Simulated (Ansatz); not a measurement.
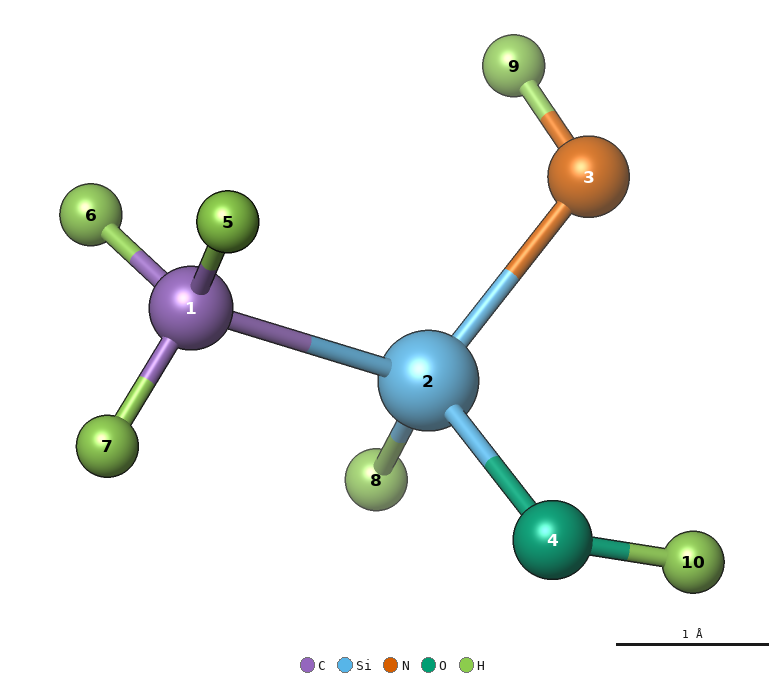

Orthographic view. Depth is shown by fading: the farther an atom, the more it takes the colour of the background. State: neutral, doublet. The computed structure is the end point of a PBE-D4/def2-SVP optimisation. No frequency run is at hand to confirm it as a minimum.

Give the geometry as a Z-matrix, atoms in numerical order, with these reference atoms: 2 to 1; 3 to 2, 1; 4 to 2, 3, 1; 5 to 1, 2, 4; 6 to 1, 5, 2; 7 to 1, 5, 6; 8 to 2, 4, 3; 9 to 3, 2, 8; 10 to 4, 2, 8.

```
C  
Si   1   1.879
N    2   1.766   1   114.9
O    2   1.678   3   109.2   1  -118.9
H    1   1.108   2   110.6   4    64.9
H    1   1.108   5   108.8   2  -122.3
H    1   1.109   5   108.1   6  -117.5
H    2   1.519   4   111.6   3   115.6
H    3   1.039   2   112.2   8    66.4
H    4   0.973   2   114.0   8    74.8
```
